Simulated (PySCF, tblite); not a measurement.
# C2H4B2F4S2: geometry, infrared bands and NMR shifts

What infrared bands and NMR shifts should C2H4B2F4S2 (`BSBS[C@H](F)C(F)(F)F`) show?

Programs: tblite 0.8.0 and PySCF 2.14.0, with density-fitted response routines of our own. Each step states its level of theory. These are calculated values for one molecule in the gas phase, unless marked as measured. Atoms count from 0, in the outputs and in this text.

**1. The molecule as given**

14 atoms, charge 0, multiplicity 1; geometry from: force field or distance geometry start.

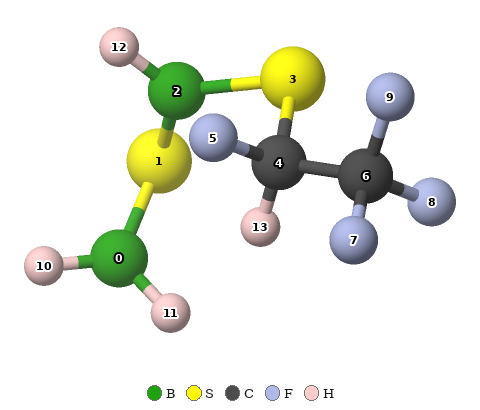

As it starts; boron green, sulfur yellow, carbon dark grey, fluorine light blue, hydrogen pink, atoms numbered; sticks join atoms by distance.

**2. Geometry optimisation with GFN2-xTB**

What the job is given:

```
{"job": {"kind": "relax", "xc": "GFN2-xTB", "basis": "xTB"}, "charge": 0, "multiplicity": 1}
B      2.561200    -0.019400    -1.207400
S      2.028500    -1.819100    -1.296400
B      1.020400    -1.703500     0.293800
S     -0.864200    -1.480600     0.186100
C     -0.844500     0.321500     0.443900
F     -0.326700     0.620600     1.681400
C     -2.256800     0.891500     0.327200
F     -2.216100     2.263800     0.515800
F     -2.779900     0.612200    -0.917600
F     -3.073600     0.326700     1.305600
H      3.529700     0.288900    -0.625300
H      1.912100     0.803700    -1.762700
H      1.517000    -1.903900     1.345400
H     -0.208000     0.797000    -0.346700
```

Launch:

```sh
$ OMP_NUM_THREADS=1 python probes_run.py task.json out
```

The driver reads the jobs from task.json and runs them one after another.

**Question.** This job is followed by: GFN2-xTB harmonic vibrations, gas phase; GIAO PBE0/pcSseg-1 NMR shielding, non-relativistic, gas phase. What will the session give for the following? strongest single infrared mode (GFN2-xTB); zero-point energy (GFN2-xTB); 13C shifts against TMS (PBE0/pcSseg-1); 1H shifts against TMS (PBE0/pcSseg-1, means over atoms taken as alike); 11B shifts against BF3·OEt2 (PBE0/pcSseg-1); 33S shifts against CS2 (PBE0/pcSseg-1); 19F shifts against CFCl3 (PBE0/pcSseg-1, means over atoms taken as alike).

**Answer**, as computed:

| quantity | value |
| --- | --- |
| strongest single infrared mode (GFN2-xTB) | 1089 cm⁻¹, 285 km/mol |
| zero-point energy (GFN2-xTB) | 43.4 kcal/mol |
| 13C shifts against TMS (PBE0/pcSseg-1) | 131.3, 98.1 ppm |
| 1H shifts against TMS (PBE0/pcSseg-1, means over atoms taken as alike) | 7.58, 7.54, 6.77 ppm |
| 11B shifts against BF3·OEt2 (PBE0/pcSseg-1) | 73.7, 66.1 ppm |
| 33S shifts against CS2 (PBE0/pcSseg-1) | 164, 140 ppm |
| 19F shifts against CFCl3 (PBE0/pcSseg-1, means over atoms taken as alike) | -90.7, -194.4 ppm |

In words: Relaxing lowered the energy by 1.850 eV in 130 steps; the close pair that moved most is B2–S3, from 1.901 to 1.775 Å. No mode is imaginary among the 36: a minimum at this level. The strongest single mode, at 1089 cm⁻¹, moves mainly C6. GFN2-xTB is a fitted tight-binding method: band positions and strengths are rough. Its intensities can rank the bands wrongly. At PBE0/pcSseg-1: The largest span, 715 ppm, is at S1, where the paramagnetic term is -698 ppm.
